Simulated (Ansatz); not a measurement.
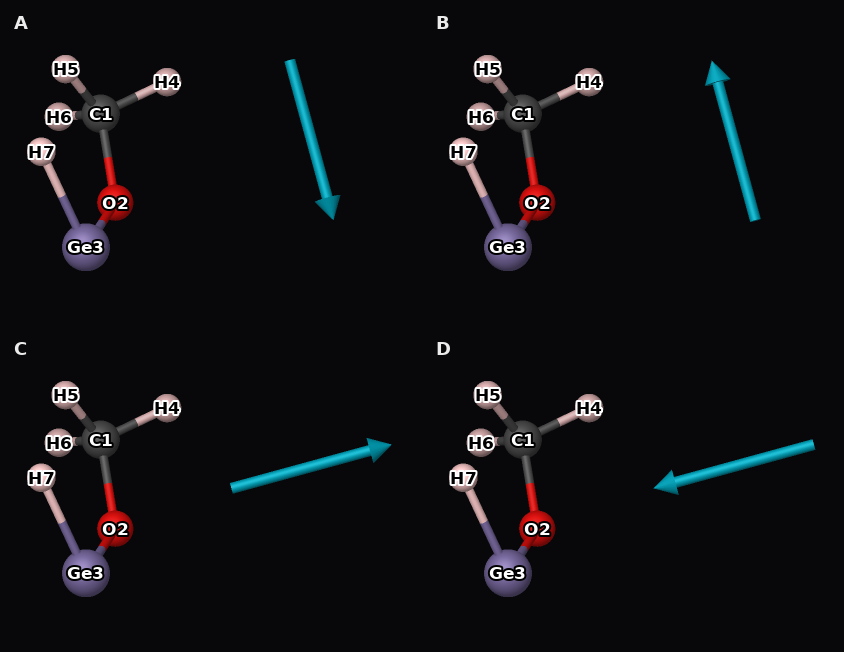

The same molecule four times, each with an arrow. Computed geometry: PBE-D4/def2-SVP optimisation. No frequency run is at hand to confirm it as a minimum. Level of theory: RKS PBE-D4/def2-SVP (Ansatz 0.2.0).

### Which arrow points along the dipole moment, from the negative to the positive end?

B. The dipole moment is 0.99 D; it points from the side of Ge3 to the side of H5 (the outermost atoms at the two ends).
